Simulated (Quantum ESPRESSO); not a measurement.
**PbF2 (Fluorocronite): from Born charge to LO-TO splitting**

Wanted: the LO mode of PbF2 (Fluorocronite) from the TO mode and the field response.

Main program and level: Quantum ESPRESSO 8.0 development, patched; DFT LDA, scalar-relativistic, plane waves, PseudoDojo norm-conserving pseudopotentials.

The database entry behind the starting cell differs from later determinations by our own check (0.1 to 0.3 % short, probably kX units), so it need not match the best structure at ambient conditions.

## 1. The relaxed structure

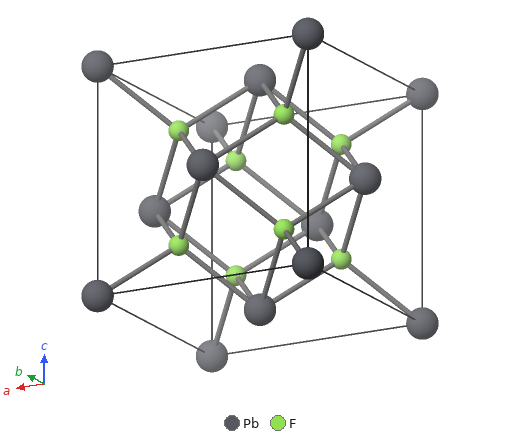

The cell as given, from a free direction (lead dark grey, fluorine green). This picture shows the conventional cell, with its axes. Some periodic images of atoms are drawn too.

This is the cell after its relaxation at this level of theory, not the database cell from which that began.

## 2. What the response run gave

A linear-response run on the relaxed cell, with the response to an electric field; only its zone-centre results are used. Cutoff 84 Ry, k mesh 8×8×8.

Output:

```text
[banners, grids, parts of the stress and lines that vanish by symmetry left out]
Program PHONON v.8.0dev
     Dynamical matrices for q-points given in input
     (   1q-points):
[...]
Exchange-correlation= PW
                           (   1   4   0   0   0   0   0)
[...]
kinetic-energy cut-off    =      84.0000  Ry
     charge density cut-off    =     336.0000  Ry
     convergence threshold     =      1.0E-18
[...]
Exchange-correlation= PW
                           (   1   4   0   0   0   0   0)
[...]
q = (   0.0000000   0.0000000   0.0000000 )
     49 Sym.Ops. (with q -> -q+G )
     G cutoff = 1026.3313  (  34333 G-vectors)     FFT grid: ( 45, 45, 45)
     number of k points=    29
[...]
Mode symmetry, O_h (m-3m)  point group:
[...]
Dielectric constant
[...]
End of electric fields calculation
          Dielectric constant in cartesian axis
          (       3.444230303      -0.000000000      -0.000000000 )
          (      -0.000000000       3.444230303       0.000000000 )
          (      -0.000000000       0.000000000       3.444230303 )
          Effective charges (d Force / dE) in cartesian axis without acoustic sum rule applied (asr)
           atom    1  Pb    Mean Z*:        3.22624
      Ex  (        3.22624        0.00000        0.00000 )
      Ey  (        0.00000        3.22624       -0.00000 )
      Ez  (        0.00000       -0.00000        3.22624 )
           atom    2  F     Mean Z*:       -1.61305
      Ex  (       -1.61305       -0.00000        0.00000 )
      Ey  (        0.00000       -1.61305        0.00000 )
      Ez  (        0.00000        0.00000       -1.61305 )
           atom    3  F     Mean Z*:       -1.61305
      Ex  (       -1.61305       -0.00000       -0.00000 )
      Ey  (       -0.00000       -1.61305        0.00000 )
      Ez  (       -0.00000        0.00000       -1.61305 )
          Effective charges Sum: Mean:        0.00013
[...]
Effective charges (d Force / dE) in cartesian axis with asr applied:
           atom    1  Pb    Mean Z*:        3.22620
[...]
atom    2  F     Mean Z*:       -1.61310
[...]
atom    3  F     Mean Z*:       -1.61310
[...]
Dielectric constant from finite-differences
          (       3.444338625       0.000000000       0.000000000 )
          (       0.000000000       3.444338625      -0.000000000 )
          (       0.000000000      -0.000000000       3.444338625 )
[...]
(      -0.000000000       0.000000000       0.000000000 )
          (       0.000000000       0.000000000       0.000000000 )
[...]
(      -0.000000000      -0.000000000      -0.000000000 )
          (       0.187333110       0.000000000       0.000000000 )
          (       0.000000000       0.187333110       0.000000000 )
          (       0.187333110      -0.000000000       0.000000000 )
          (       0.000000000       0.000000000      -0.000000000 )
[...]
Representation #   1 modes #   1   2   3
[...]
End of self-consistent calculation
     Convergence has been achieved
     Representation #   2 modes #   4   5   6
[...]
End of self-consistent calculation
     Convergence has been achieved
     Representation #   3 modes #   7   8   9
[...]
End of self-consistent calculation
     Convergence has been achieved
[...]
Dielectric constant in cartesian axis
          (       3.444230303      -0.000000000      -0.000000000 )
          (      -0.000000000       3.444230303       0.000000000 )
          (      -0.000000000       0.000000000       3.444230303 )
          Effective charges (d Force / dE) in cartesian axis without acoustic sum rule applied (asr)
           atom    1  Pb    Mean Z*:        3.22624
      Ex  (        3.22624        0.00000        0.00000 )
      Ey  (        0.00000        3.22624       -0.00000 )
      Ez  (        0.00000       -0.00000        3.22624 )
           atom    2  F     Mean Z*:       -1.61305
      Ex  (       -1.61305       -0.00000        0.00000 )
      Ey  (        0.00000       -1.61305        0.00000 )
      Ez  (        0.00000        0.00000       -1.61305 )
           atom    3  F     Mean Z*:       -1.61305
      Ex  (       -1.61305       -0.00000       -0.00000 )
      Ey  (       -0.00000       -1.61305        0.00000 )
      Ez  (       -0.00000        0.00000       -1.61305 )
          Effective charges Sum: Mean:        0.00013
[...]
Effective charges (d Force / dE) in cartesian axis with asr applied:
           atom    1  Pb    Mean Z*:        3.22620
[...]
atom    2  F     Mean Z*:       -1.61310
[...]
atom    3  F     Mean Z*:       -1.61310
[...]
q = (    0.000000000   0.000000000   0.000000000 )
[...]
freq (    1) =       0.000569 [THz] =       0.018980 [cm-1]
     freq (    2) =       0.000569 [THz] =       0.018980 [cm-1]
     freq (    3) =       0.000569 [THz] =       0.018980 [cm-1]
     freq (    4) =       3.935757 [THz] =     131.282714 [cm-1]
     freq (    5) =       3.935757 [THz] =     131.282714 [cm-1]
     freq (    6) =       3.935757 [THz] =     131.282714 [cm-1]
     freq (    7) =       7.849061 [THz] =     261.816482 [cm-1]
     freq (    8) =       7.849061 [THz] =     261.816482 [cm-1]
     freq (    9) =       7.849061 [THz] =     261.816482 [cm-1]
[...]
Mode symmetry, O_h (m-3m)  point group:
     freq (   1-   3) =          0.0  [cm-1]   --> T_1u G_15  G_4- I
     freq (   4-   6) =        131.3  [cm-1]   --> T_1u G_15  G_4- I
     freq (   7-   9) =        261.8  [cm-1]   --> T_2g G_25' G_5+ R

   JOB DONE.
```

| quantity | value |
| --- | --- |
| cell volume Ω (Å³) | 49.058 |
| mass of Pb (u) | 207.200 |
| mass of F (u) | 18.998 |
| Born charge of Pb, raw (e) | 3.226 |
| Born charge of F, raw (e) | -1.613 |
| ε∞ | 3.444 |
| ω(TO) after the sum rule (cm⁻¹) | 131.3 |

## 3. The calculation

The charges must sum to zero over the cell; taking off their mean, 0.000 e, leaves Z* = 3.226 e on Pb. In the polar mode Pb moves against the two F, so the reduced mass is μ = 207.20 × 38.00 / 245.20 = 32.109 u.

A longitudinal wave builds up a field that adds to the restoring force: ω(LO)² = ω(TO)² + 4π Z*² / (μ Ω ε∞), in Hartree atomic units. With μ = 58530 electron masses and Ω = 331.06 bohr³ the second term is 1.9598e-06 Ha², or 94404 cm⁻² (1 Ha = 219474.6 cm⁻¹).

So ω(LO) = √(17234 + 94404) = 334.1 cm⁻¹, and by the Lyddane-Sachs-Teller relation ε₀ = ε∞ (ω(LO)/ω(TO))² = 22.31.

## 4. Check against the program

The analysis program adds the same non-analytic term to the full matrix, here for q along (1 0 0).

Output:

```text
[banners, grids, parts of the stress and lines that vanish by symmetry left out]
[banner, memory and clock lines left out]
Program DYNMAT v.8.0dev

     Reading Dynamical Matrix from file g.dyn
     ...Force constants read
     ...epsilon and Z* read
     ...Raman cross sections read

     Polarizability (A^3 units)
     multiply by 0.551042 for Clausius-Mossotti correction (not under assume_isolated = 'mt')
         9.541963   -0.000000   -0.000000
        -0.000000    9.541963    0.000000
        -0.000000    0.000000    9.541963

     IR activities are in (D/A)^2/amu units
     Raman activities are in A^4/amu units
     multiply Raman by 0.092202 for Clausius-Mossotti correction (not under assume_isolated = 'mt')

# mode   [cm-1]    [THz]      IR          Raman   depol.fact
    1     -0.00   -0.0000    0.0000         0.0000    0.2915
    2     -0.00   -0.0000    0.0000         0.0000    0.7054
[...]
8    261.82    7.8490    0.0000         4.2223    0.7500
    9    334.12   10.0167    7.4787         0.0000    0.7136

[end of the log left out, with the tail of the file of modes that dynmat.x writes under the same name]
```

ε₀ comes from the program's run without a direction of q.

| quantity | by hand | program |
| --- | --- | --- |
| ω(LO) (cm⁻¹) | 334.1 | 334.1 |
| ε₀ | 22.31 | 22.31 |

## 5. What came out

| Property | Result |
| --- | --- |
| TO mode | 131.3 cm⁻¹ |
| LO mode | 334.1 cm⁻¹ |
| static dielectric constant | 22.31 |

The LO mode of PbF2 (Fluorocronite) lies at 334 cm⁻¹, 203 cm⁻¹ above the TO mode; the formula meets the program within 0.1 cm⁻¹, as it must for a cubic crystal with one polar mode. ω(LO)² − ω(TO)² goes with Z*²/ε∞: an error of 5 % in ε∞ would move the LO mode by 6.8 cm⁻¹, and semilocal functionals tend to overestimate ε∞. These are harmonic values at zero temperature, at the volume of this functional, for the structure held cubic; stability elsewhere in the zone is no part of this calculation.

[Host names and launcher messages were left out of these logs when they were recorded.]

[Logs are printed without paths, hosts, clocks, repeated set-up lines and the standing remarks that a program may print on its own settings, such as how far it seeks lower states.]

[Hosts, paths, dates, database ids (printed as entryN), source tags and the programs' standing remarks are cut or masked in the printed files.]
